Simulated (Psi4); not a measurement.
# [SiCl3]+ (SMILES Cl[Si+](Cl)Cl) at CAM-B3LYP/6-31G(d) (spherical functions, sweep point 6)

What is the vertical ionisation energy of [SiCl3]+ at CAM-B3LYP/6-31G* (spherical functions, sweep point 6)? 

The calculation is run with Psi4 1.11.

4 further runs of the same task are left out: 4 set aside as unsound or not needed. Runs told in other sessions of the task aren't counted.

## Step 1: The system as given

The species is [SiCl3]+ (4 atoms), meant as a singlet with charge +1. As SMILES, `Cl[Si+](Cl)Cl`. Geometry: relaxed at PBE0-D4/def2-TZVP.

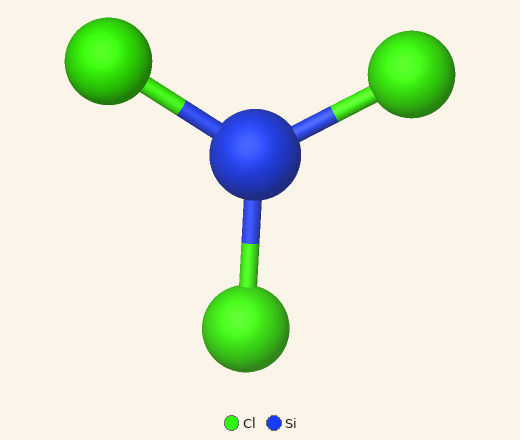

Viewed from a chosen angle; chlorine green, silicon blue.

## Step 2: A single-point energy at CAM-B3LYP/6-31G(d) (spherical functions, sweep point 6)

job.in reads:

```
memory 1600 MB

molecule system {
  1 1
  Cl    -2.94041385    -1.17597657     1.87252962
  Si     0.00000000    -0.00018897    -0.00018897
  Cl     3.34859469    -1.26536061     0.84943189
  Cl    -0.40818084     2.44152615    -2.72177254
  units au
  symmetry c1
}

set basis 6-31G*
set puream true
set scf_type pk
set dft_radial_points 99
set dft_spherical_points 590

e, wfn = energy('cam-b3lyp', return_wfn=True)
```

On the command line:

```
$ psi4 job.in job.out -n 1
```

job.out:

```text
[...]
  Running in c1 symmetry.
[...]
  Nuclear repulsion =  330.127151137488966
[...]
  Multiplicity = 1
[...]
  Nalpha       = 32
  Nbeta        = 32
[...]
    Number of basis functions: 72
[...]
   @RKS iter   1: -1669.80981120625574    5.85536e-01   3.42060e-03 ADIIS/DIIS
[...]
   @RKS iter   7: -1669.84958632458734   -1.24412e-08   1.79686e-07 DIIS
[...]
    Orbital Energies [Eh]
    ---------------------
    Doubly Occupied:
       1A   -101.859696     2A   -101.859694     3A   -101.859674
       4A    -66.582302     5A     -9.794243     6A     -9.794241
       7A     -9.794171     8A     -7.556716     9A     -7.556714
      10A     -7.556686    11A     -7.549786    12A     -7.549768
      13A     -7.549766    14A     -7.548138    15A     -7.548137
      16A     -7.548134    17A     -5.734851    18A     -4.096838
      19A     -4.092016    20A     -4.092016    21A     -1.213388
      22A     -1.169768    23A     -1.169766    24A     -0.843222
      25A     -0.742805    26A     -0.742803    27A     -0.697432
      28A     -0.657944    29A     -0.657943    30A     -0.644310
      31A     -0.644308    32A     -0.621128
[...]
  @RKS Final Energy: -1669.84958632458734
   => Energetics <=
    Nuclear Repulsion Energy =            330.1271511374889656
    One-Electron Energy =               -2949.3359862522320327
    Two-Electron Energy =                1030.1938968304202717
    DFT Exchange-Correlation Energy =     -80.8346480402645398
    Empirical Dispersion Energy =           0.0000000000000000
    VV10 Nonlocal Energy =                  0.0000000000000000
    Total Energy =                      -1669.8495863245873352
[...]
 Multipole Moments:
 ------------------------------------------------------------------------------------
     Multipole            Electronic (a.u.)      Nuclear  (a.u.)        Total (a.u.)
 ------------------------------------------------------------------------------------
 L = 1.  Multiply by 2.5417464519 to convert [e a0] to [Debye]
 Dipole X            :          0.0000171            0.0000000            0.0000171
 Dipole Y            :         -0.0000995           -0.0000794           -0.0001789
 Dipole Z            :         -0.0001129           -0.0000794           -0.0001922
 Magnitude           :                                                    0.0002632
[...]
```

Wall time 10 s (1 thread of Intel Xeon Platinum 8259CL at 2.50GHz (Skylake/Cascade Lake), shared host); peak memory 0.63 GiB.

## Step 3: Doublet [SiCl3]2+, same level

calc.in reads:

```
memory 1600 MB

molecule system {
  2 2
  Cl    -2.94041385    -1.17597657     1.87252962
  Si     0.00000000    -0.00018897    -0.00018897
  Cl     3.34859469    -1.26536061     0.84943189
  Cl    -0.40818084     2.44152615    -2.72177254
  units au
  symmetry c1
}

set {
  basis                6-31G*
  reference            uks
  puream               true
  scf_type             pk
  dft_radial_points    99
  dft_spherical_points 590
  maxiter              100
}

result, w = energy('cam-b3lyp', return_wfn=True)
```

On the command line:

```
$ psi4 calc.in calc.out -n 1
```

calc.out:

```text
[...]
  Running in c1 symmetry.
[...]
  Nuclear repulsion =  330.127151137488966
[...]
  Multiplicity = 2
[...]
  Nalpha       = 32
  Nbeta        = 31
[...]
    Number of basis functions: 72
[...]
   @UKS iter   1: -1669.13934048252872    1.25601e+00   3.39608e-03 ADIIS/DIIS
[...]
   @UKS iter   8: -1669.18596121138694   -1.63650e-08   8.85035e-07 DIIS
[...]
   @S^2 Observed:                7.589645317E-01
[...]
    Orbital Energies [Eh]
    ---------------------
    Alpha Occupied:
       1A   -102.124436     2A   -102.124431     3A   -102.124411
       4A    -66.814070     5A    -10.054883     6A    -10.054879
       7A    -10.054811     8A     -7.815960     9A     -7.815959
      10A     -7.815954    11A     -7.815527    12A     -7.815522
      13A     -7.815496    14A     -7.807860    15A     -7.807844
      16A     -7.807839    17A     -5.966284    18A     -4.328072
      19A     -4.323544    20A     -4.323544    21A     -1.460341
      22A     -1.419693    23A     -1.419692    24A     -1.078118
      25A     -0.981058    26A     -0.981055    27A     -0.927211
      28A     -0.910082    29A     -0.910078    30A     -0.880514
      31A     -0.878952    32A     -0.878951
[...]
  @UKS Final Energy: -1669.18596121138694
   => Energetics <=
    Nuclear Repulsion Energy =            330.1271511374889656
    One-Electron Energy =               -2933.2963007263938380
    Two-Electron Energy =                1014.5744154162050563
    DFT Exchange-Correlation Energy =     -80.5912270386869949
    Empirical Dispersion Energy =           0.0000000000000000
    VV10 Nonlocal Energy =                  0.0000000000000000
    Total Energy =                      -1669.1859612113869389
  UHF NO Occupations:
  HONO-2 :   30  A 1.9980371
  HONO-1 :   31  A 1.9980368
[...]
 Multipole Moments:
 ------------------------------------------------------------------------------------
     Multipole            Electronic (a.u.)      Nuclear  (a.u.)        Total (a.u.)
 ------------------------------------------------------------------------------------
 L = 1.  Multiply by 2.5417464519 to convert [e a0] to [Debye]
 Dipole X            :         -0.0001866            0.0000000           -0.0001866
 Dipole Y            :         -0.0001397           -0.0000794           -0.0002191
 Dipole Z            :          0.0000111           -0.0000794           -0.0000682
 Magnitude           :                                                    0.0002957
[...]
```

It took 14 s on 1 thread of Intel Xeon Platinum 8259CL at 2.50GHz (Skylake/Cascade Lake), shared host; peak memory 0.63 GiB.

## Step 4: What came out

At CAM-B3LYP/6-31G* (spherical functions, sweep point 6):

| quantity | value |
| --- | --- |
| singlet [SiCl3]+: total energy | -1669.84959 Eh |
| singlet [SiCl3]+: HOMO energy | -16.90 eV |
| singlet [SiCl3]+: LUMO energy | -7.45 eV |
| singlet [SiCl3]+: HOMO–LUMO gap | 9.45 eV |
| doublet [SiCl3]2+: total energy | -1669.18596 Eh |
| doublet [SiCl3]2+: HOMO energy (highest over α and β) | -23.20 eV |
| doublet [SiCl3]2+: LUMO energy (lowest over α and β) | -19.21 eV |
| doublet [SiCl3]2+: ⟨S²⟩ | 0.759 |
| vertical ionisation energy (to the doublet dication) | 18.058 eV |

In words: The vertical ionisation energy comes to 18.06 eV (416 kcal/mol). −ε(HOMO) before ionisation, 16.90 eV, is 1.16 eV below this ionisation energy.
